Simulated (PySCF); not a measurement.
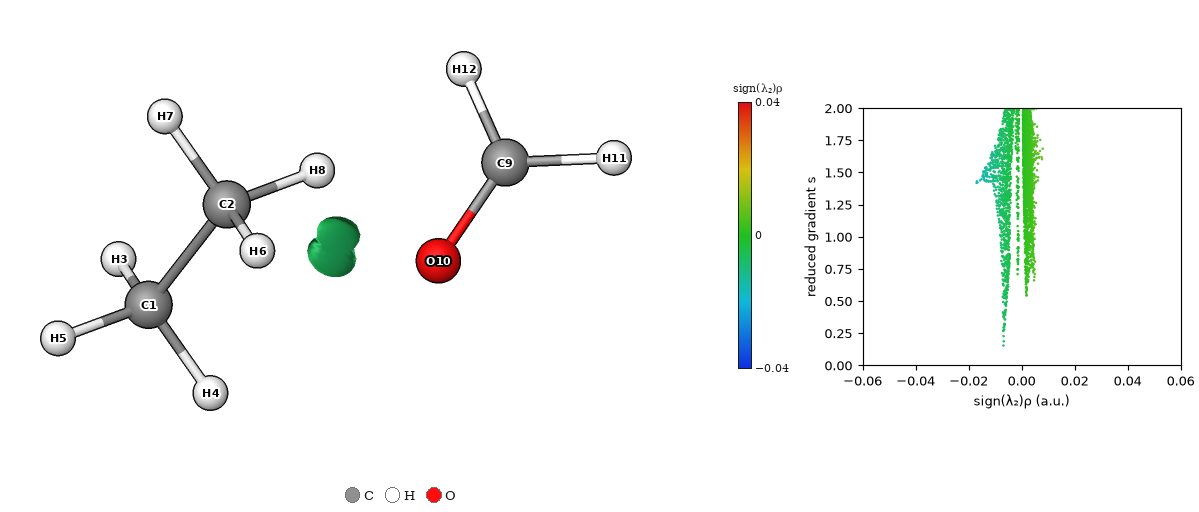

Figure. C3H8O, SMILES `CC.C=O`. Non-covalent interaction surfaces between the fragments (reduced density gradient s = 0.5, coloured by sign(λ₂)ρ in a.u.; trimmed to the region between the fragments where ρ is under 0.06 a.u.). Fragment A: H6C2 (atoms 1–8); fragment B: H2CO. The plot gives s against sign(λ₂)ρ for grid points between the fragments.

Computed with PySCF, r2SCAN/def2-TZVP, geometry: GFN2-xTB.

Input script:

```python
import numpy as np
from pyscf import gto, scf, dft
from pyscf.scf import atom_ks, atom_hf
from scipy.linalg import block_diag
from pyscf.dispersion import dftd3

def solve(mol, dm0=None, hcore=None):
    mf = (dft.UKS if mol.spin else dft.RKS)(mol, xc='r2scan')
    mf.grids.level = 3
    mf = mf.density_fit(auxbasis='def2-universal-jkfit')
    mf.conv_tol, mf.max_cycle = 1e-8, 80
    if hcore is not None:
        mf.get_hcore = lambda *args: hcore
    mf.kernel(dm0)
    if not mf.converged:
        mf = mf.newton().run(mf.mo_coeff, mf.mo_occ, max_cycle=30)
    assert mf.converged, 'SCF not converged'
    return mf

mol = gto.M(atom='''
C     -2.65289     0.28120     0.13837
C     -1.35888    -0.46341    -0.15419
H     -3.46386    -0.41743     0.33376
H     -2.53578     0.92173     1.00953
H     -2.93441     0.90406    -0.70757
H     -0.54991     0.23823    -0.34207
H     -1.47413    -1.09972    -1.02920
H     -1.08062    -1.09035     0.69099
C      2.45840    -0.36500     0.12336
O      1.99768     0.70313    -0.13871
H      3.36521    -0.48854     0.73859
H      2.01225    -1.30975    -0.22954
''', basis='def2-tzvp', charge=0, spin=0, verbose=4)
mol_a = gto.M(atom='''
C     -2.65289     0.28120     0.13837
C     -1.35888    -0.46341    -0.15419
H     -3.46386    -0.41743     0.33376
H     -2.53578     0.92173     1.00953
H     -2.93441     0.90406    -0.70757
H     -0.54991     0.23823    -0.34207
H     -1.47413    -1.09972    -1.02920
H     -1.08062    -1.09035     0.69099
ghost-C      2.45840    -0.36500     0.12336
ghost-O      1.99768     0.70313    -0.13871
ghost-H      3.36521    -0.48854     0.73859
ghost-H      2.01225    -1.30975    -0.22954
''', basis='def2-tzvp', charge=0, spin=0, verbose=4)
mol_b = gto.M(atom='''
ghost-C     -2.65289     0.28120     0.13837
ghost-C     -1.35888    -0.46341    -0.15419
ghost-H     -3.46386    -0.41743     0.33376
ghost-H     -2.53578     0.92173     1.00953
ghost-H     -2.93441     0.90406    -0.70757
ghost-H     -0.54991     0.23823    -0.34207
ghost-H     -1.47413    -1.09972    -1.02920
ghost-H     -1.08062    -1.09035     0.69099
C      2.45840    -0.36500     0.12336
O      1.99768     0.70313    -0.13871
H      3.36521    -0.48854     0.73859
H      2.01225    -1.30975    -0.22954
''', basis='def2-tzvp', charge=0, spin=0, verbose=4)
ab, a, b = solve(mol), solve(mol_a), solve(mol_b)
e_int = ab.e_tot - a.e_tot - b.e_tot
print('counterpoise-corrected interaction energy / kcal/mol', e_int * 627.5095)
def disp(atoms, charge):
    m = gto.M(atom=atoms, charge=charge, basis='sto-3g', spin=None, unit='Bohr', verbose=0)
    return dftd3.DFTD3Dispersion(m, xc='r2scan', version='d3bj').get_dispersion()['energy']
e_disp = disp(mol._atom, mol.charge) - disp(mol._atom[:8], mol_a.charge) - disp(mol._atom[8:], mol_b.charge)
print('D3(BJ) part / kcal/mol', e_disp * 627.5095)
# spherically averaged free atoms, for the promolecule
atm = atom_ks.get_atm_nrks(mol, xc='r2scan')
pro = block_diag(*[(atm[a[0]][2] * atm[a[0]][3]) @ atm[a[0]][2].T for a in mol._atom])
np.savez('result.npz', e_int=e_int, e_disp=e_disp, dm_a=a.make_rdm1(), dm_b=b.make_rdm1(), c=ab.mo_coeff, occ=ab.mo_occ, eps=ab.mo_energy, pro=pro, d=[f.dip_moment(verbose=0) for f in (ab, a, b)])
```

Run with:

```sh
OMP_NUM_THREADS=1 python input.py
```

The run took 2.4 min on 1 thread of Arm Neoverse V1, on a shared host, peak memory 0.68 GiB.

Partitions, critical points and surface values were worked out afterwards from this run's density.

Q: Interpret the surfaces between the fragments.

A: Bond critical points between the fragments: H6···O10, weak C–H hydrogen bond, 2.60 Å, ρ = 0.007 a.u. It is weak and appears green, as weak hydrogen bonds do. The pose is a local one from a semi-empirical search, not shown to be the most stable.

Q: How strongly are they bound?

A: The counterpoise-corrected interaction energy of the frozen fragments is −0.4 kcal/mol without dispersion correction and −0.8 kcal/mol with D3(BJ). The pair geometry is semi-empirical, not a minimum at this level.
